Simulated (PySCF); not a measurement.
The calculation's input:

```
{"job": {"kind": "nmr", "xc": "PBE0", "basis": "pcSseg-1"}, "charge": 0, "multiplicity": 1}
C     -2.577832     0.453162     0.754276
O     -1.468844    -0.377156     0.983448
C     -0.603327    -0.418397    -0.123921
C      0.506736    -1.441865     0.117091
C      1.684983    -0.725679     0.779495
C      1.965890     0.517723    -0.055272
P      0.290497     1.207873    -0.335778
O      0.039271     1.975146    -1.558921
H     -3.242566     0.019454    -0.003253
H     -3.108078     0.540422     1.700565
H     -2.265058     1.448948     0.410356
H     -1.173372    -0.647435    -1.041085
H      0.125385    -2.247422     0.744474
H      0.823655    -1.859706    -0.840225
H      2.556004    -1.378569     0.843284
H      1.395850    -0.430531     1.789631
H      2.390887     0.265349    -1.030878
H      2.629932     1.227849     0.437404
H      0.020184     1.880085     0.857606
```

Command:

```sh
OMP_NUM_THREADS=1 python probes_run.py task.json out
```

Geometry: GFN2-xTB.

Theory: PBE0/pcSseg-1, SCF density, gas phase, non-relativistic in PySCF.

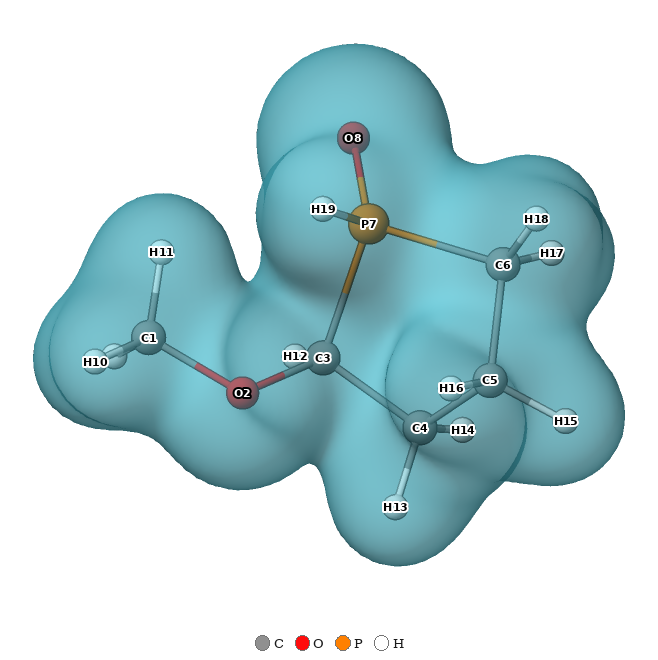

C₅H₁₁O₂P. Isosurface of the total electron density at 0.1 e/Å³ (cyan), seen across its widest extent.

What does this surface tell about the bonding?

At this value the surface is in one piece. It bridges the sampled C–O (1.40 Å), P–O (1.47 Å), C–C (1.52 Å) and C–P (1.83 Å) contacts, where the density stays above the isovalue. On the grid the lowest density along these lines, outside the cores, is 1.8 e/Å³ (C–O, 1.40 Å), 1.7 e/Å³ (P–O, 1.47 Å), 1.6 e/Å³ (C–C, 1.52 Å) and 1.1 e/Å³ (C–P, 1.83 Å).
